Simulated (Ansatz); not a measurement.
# Calculations on ZrCo2P17

### Relaxation

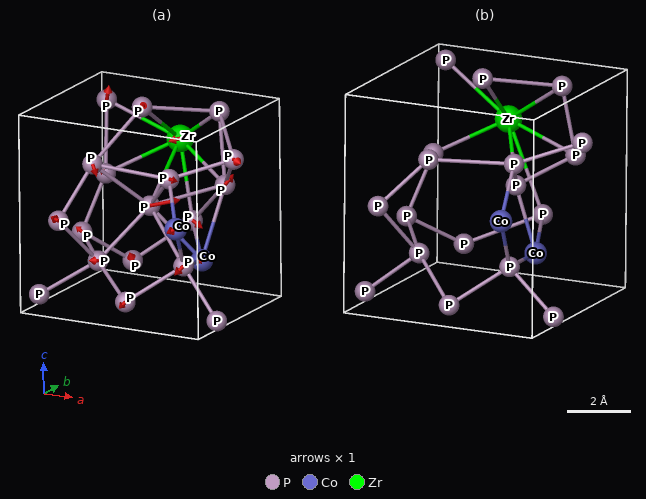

The structure of an amorphous cell of composition ZrCo$_{2}$P$_{17}$ (coarse preliminary run) before (left) and after (right) a relaxation, at one scale. The red arrows give the displacements (the part carried along by the change of the cell is left out), at their true length.

A ball-and-stick model of the cell of the calculation (origin shifted), seen slightly off an axis.

Case: the quenched liquid.

All numbers below come from DFT PBE, scalar-relativistic, plane waves, PAW (Ansatz).

Input file:
```yaml
crystal:
  lattice:
    - [6.23029, -0.042062, -0.137218]
    - [-0.042062, 6.584558, -0.075819]
    - [-0.137218, -0.075819, 6.509923]
  atoms:
    - { symbol: P, position: [0.1102689337, 0.8835964818, 0.986475945] }
    - { symbol: P, position: [0.3980882558, 0.0473568628, 0.0892826526] }
    - { symbol: P, position: [0.5886649232, 0.6626271092, 0.7535541901] }
    - { symbol: P, position: [0.1952253218, 0.8664659009, 0.5617733473] }
    - { symbol: P, position: [0.6996324669, 0.8956397713, 0.5157091145] }
    - { symbol: P, position: [0.8498102186, 0.1227197568, 0.2642946259] }
    - { symbol: P, position: [0.6667763816, 0.3824295187, 0.4063344048] }
    - { symbol: P, position: [0.4095776624, 0.8037988574, 0.3265010424] }
    - { symbol: P, position: [0.6902893481, 0.8619238835, 0.0101391974] }
    - { symbol: P, position: [0.5766678861, 0.259774924, 0.8611883091] }
    - { symbol: P, position: [0.1779332483, 0.3510435057, 0.2365199564] }
    - { symbol: P, position: [0.4640295289, 0.5216849993, 0.1619896952] }
    - { symbol: P, position: [0.4797850694, 0.1757442467, 0.5715423715] }
    - { symbol: P, position: [0.9095799786, 0.0790668118, 0.7824510112] }
    - { symbol: P, position: [0.9584155738, 0.4852073399, 0.6251568207] }
    - { symbol: P, position: [0.9493941538, 0.6881871237, 0.3858623922] }
    - { symbol: P, position: [0.2124572941, 0.3370341919, 0.8724646331] }
    - { symbol: Co, position: [0.2480702531, 0.6655131068, 0.8000505137] }
    - { symbol: Co, position: [0.1471921008, 0.1896685655, 0.5142962016] }
    - { symbol: Zr, position: [0.8741601464, 0.5238351533, 0.0204702514] }
  symmetry: { detect: false }
basis:
  ecutwfc: 420
kpoints:
  mp_grid: { grid: [2, 2, 2], shift: [0.5, 0.5, 0.5] }
hamiltonian:
  xc: pbe
scf:
  occupations: { method: gaussian, width: 0.1 }
  lower_state_search: "off"
output:
  forces: true
  stress: true
  eigenvalues: true
relax:
  adjacent_minimum: "off"
  f_tol: 0.04
  max_steps: 70
  cell: { stress_tol: 0.3 }
```

Command:
```bash
ansatz run input.yaml --threads 2 --pin off --max-ram 5120MiB --backend cpu --events-out ev --progress --plain --runs-dir out
```

### What changed between the two?

The atom that moves furthest relative to the cell is P14 (1.02 Å roughly along [3 2 0]). Largest moves by element: P 1.02 Å, Zr 0.41 Å, Co 0.38 Å. Cell: a 6.232 → 6.536 Å (+4.9 %), b 6.585 → 7.004 Å (+6.4 %), c 6.512 → 7.159 Å (+9.9 %), α 91.3° → 88.6°, β 92.5° → 91.5°, γ 90.7° → 87.9°. Volume +22.6 %. Among the contacts that change: P5–P14 2.420 → 3.817 Å, P12–Co18 2.851 → 3.881 Å, P1–Zr20 2.791 → 3.665 Å, P3–P15 2.750 → 3.619 Å. Bonds break: P5–P14 (2.42 → 3.82 Å). Bond angles that change, for instance: P17–P14–Co19 60.3° → 97.6°, P1–Co18–P15 106.4° → 138.9°, Co19–P14–Zr20 96.9° → 125.8°. The energy falls by 5.076 eV per cell of the calculation in 12 accepted moves (17 points after the start). Largest force component: 2 eV/Å at the start, 0.034 eV/Å at the end. Pressure: 21.13 GPa at the start and −0.06 GPa at the end. The line search rejected the trial steps at points 9, 11, 13 of the run. The SCF was repeated twice at an unchanged geometry on a basis and grid sized afresh for the cell, which shifted the energy by 0.106 eV per cell of the calculation at most.

Limits of the set-up: the k-point mesh is coarse for a cell with partly filled bands; the periodic images lie only 6.2 Å apart, so the values are limited by the cell's size.

### Dynamics

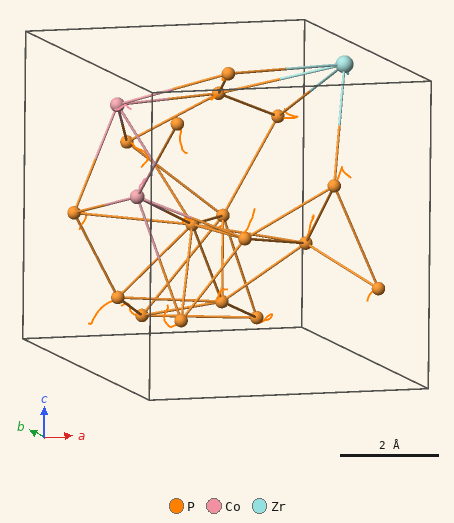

First-principles dynamics of an amorphous cell of composition ZrCo2P17 (20 atoms in the cell), 72 fs long. Lines trace each atom's path, in the colour of its element; spheres stand at the starting positions. Seen slightly off an axis in the simulation cell.

Level of theory: DFT PBE, scalar-relativistic, plane waves, PAW (Ansatz). Run with plane-wave cutoff 320 eV; k-point mesh 1 × 1 × 1; Fermi-Dirac smearing 0.127 eV; volume 1.05 times that of the relaxed crystal; set temperature 1470 K; time step 3 fs.

Describe the motion.

In the second half of the run the atoms are, in the root-mean-square, this far from where they began (common drift taken out): P 0.46 Å, Co 0.36 Å, Zr 0.14 Å. The run lasts only 72 fs, too short to tell vibration from diffusion. Bond changes: 2 P–P bonds break between 54 fs and 63 fs; one P–P bond forms at about 72 fs.

Limits of the set-up: the cutoff lies below the recommended one; the periodic images lie only 6.2 Å apart, so the values are limited by the cell's size.

The run took 24 s on 2 threads of Intel(R) Xeon(R) Platinum 8259CL CPU @ 2.50GHz (Skylake/Cascade Lake) (shared host), peak memory 0.49 GiB.

### Dynamics

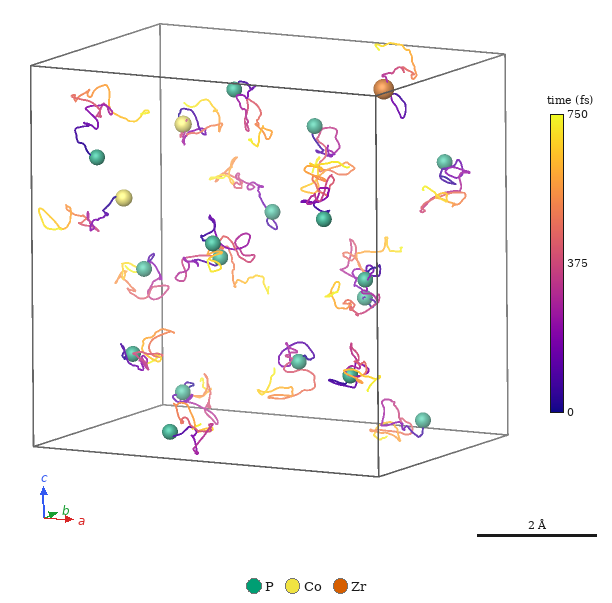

First-principles dynamics of an amorphous cell of composition ZrCo2P17 (20 atoms in the cell), 750 fs long. Lines trace each atom's path, coloured by time; spheres stand at the starting positions. Seen slightly off an axis in the simulation cell.

These are results of DFT PBE, scalar-relativistic, plane waves, PAW (Ansatz), not measurements. Set-up: plane-wave cutoff 420 eV; k-point mesh 1 × 1 × 1; Fermi-Dirac smearing 0.127 eV; volume 1.05 times that of the relaxed crystal; set temperature 1470 K; time step 3 fs.

Input file:
```yaml
crystal:
  lattice:
    - [6.23029, -0.042062, -0.137218]
    - [-0.042062, 6.584558, -0.075819]
    - [-0.137218, -0.075819, 6.509923]
  atoms:
    - { symbol: P, position: [0.1423449159, 0.7757489034, 0.0687301608] }
    - { symbol: P, position: [0.3795254069, 0.0438845526, 0.0641161711] }
    - { symbol: P, position: [0.5574111727, 0.7045658547, 0.808373386] }
    - { symbol: P, position: [0.3696205743, 0.8736778658, 0.5494073946] }
    - { symbol: P, position: [0.6246062379, 0.902864778, 0.3413812468] }
    - { symbol: P, position: [0.8603119421, 0.1595647119, 0.2375932408] }
    - { symbol: P, position: [0.7943055177, 0.4561261691, 0.4512384288] }
    - { symbol: P, position: [0.3567700636, 0.5028647814, 0.4695854631] }
    - { symbol: P, position: [0.8104370099, 0.8499007857, 0.0400941764] }
    - { symbol: P, position: [0.4464502453, 0.3820241829, 0.9309296882] }
    - { symbol: P, position: [0.1909062605, 0.2638490186, 0.229537125] }
    - { symbol: P, position: [0.5517865686, 0.5834922154, 0.2027146067] }
    - { symbol: P, position: [0.4594708306, 0.1733222286, 0.5507801074] }
    - { symbol: P, position: [0.7917626395, 0.1469573864, 0.6438192782] }
    - { symbol: P, position: [0.8756538584, 0.8586541513, 0.7222558803] }
    - { symbol: P, position: [0.0660169546, 0.6873001202, 0.3961859222] }
    - { symbol: P, position: [0.1657437754, 0.0660766182, 0.7651371575] }
    - { symbol: Co, position: [0.2118450328, 0.6098949165, 0.7960502625] }
    - { symbol: Co, position: [0.1408069919, 0.3365720852, 0.6269253741] }
    - { symbol: Zr, position: [0.8707131961, 0.4066284943, 0.9629334792] }
  symmetry: { detect: false }
basis:
  ecutwfc: 420
  xc_grid: 1
kpoints:
  mp_grid: { grid: [1, 1, 1], shift: [0.25, 0.25, 0.25] }
hamiltonian:
  xc: pbe
scf:
  occupations: { method: fermi_dirac, width: 0.1267 }
  lower_state_search: "off"
  convergence: { dr2_threshold: 1.0e-05 }
output:
  forces: true
  stress: true
md:
  timestep: 3.0
  n_steps: 250
  ensemble: nvt_langevin
  friction: 0.03
  temperature: 1470.0
  initial_velocities: maxwell_boltzmann
  seed: 55328
```

Launched with:
```bash
ansatz run input.yaml --threads 2 --pin off --max-ram 5120MiB --backend cpu --events-out ev --progress --plain --runs-dir out
```

Question: What do the traces tell about the motion?

Answer: In the second half of the run the atoms are, in the root-mean-square, this far from where they began (common drift taken out): P 0.96 Å, Co 0.86 Å, Zr 0.70 Å. That is a large part of the typical shortest distance between atoms in the first frame, about 2.1 Å and still growing: the atoms leave their places as in a liquid. Bond changes: 4 P–P contacts open and close in turn; 23 P–P bonds form between 183 fs and 726 fs; 24 P–P bonds break between 192 fs and 732 fs.

Limits of the set-up: the periodic images lie only 6.2 Å apart, so the values are limited by the cell's size.

The run took 4.8 min on 2 threads of Intel(R) Xeon(R) Platinum 8259CL CPU @ 2.50GHz (Skylake/Cascade Lake), with other jobs on the host, peak memory 0.57 GiB.
